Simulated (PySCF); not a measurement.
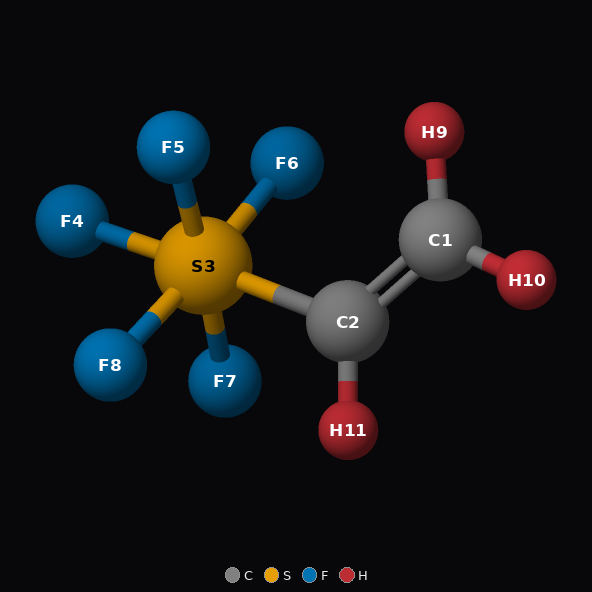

The computed structure is the end point of a PBE0-D3(BJ)/def2-SVP optimisation. No frequency run is at hand to confirm it as a minimum. Properties computed with B3LYP/6-31G* indirect spin-spin coupling, non-relativistic, gas phase (PySCF 2.14.0). Isotopes: 13C, 19F, 1H, 33S.

Give the spin–spin coupling constants of these pairs, with the number of bonds between them: S3/F6, C2/F5, C2/F8, F4/F6, F7/F8, C1/F5, F5/H11.

```json
{"pair": "S3, F6", "bonds apart": "1", "J (Hz)": "−174.8"}
{"pair": "C2, F5", "bonds apart": "2", "J (Hz)": "16.6"}
{"pair": "C2, F8", "bonds apart": "2", "J (Hz)": "27.2"}
{"pair": "F4, F6", "bonds apart": "2", "J (Hz)": "−177.6"}
{"pair": "F7, F8", "bonds apart": "2", "J (Hz)": "−78.5"}
{"pair": "C1, F5", "bonds apart": "3", "J (Hz)": "4.1"}
{"pair": "F5, H11", "bonds apart": "3", "J (Hz)": "11.3"}
```

Density functionals are unreliable for couplings to fluorine, so those rows may be far off.
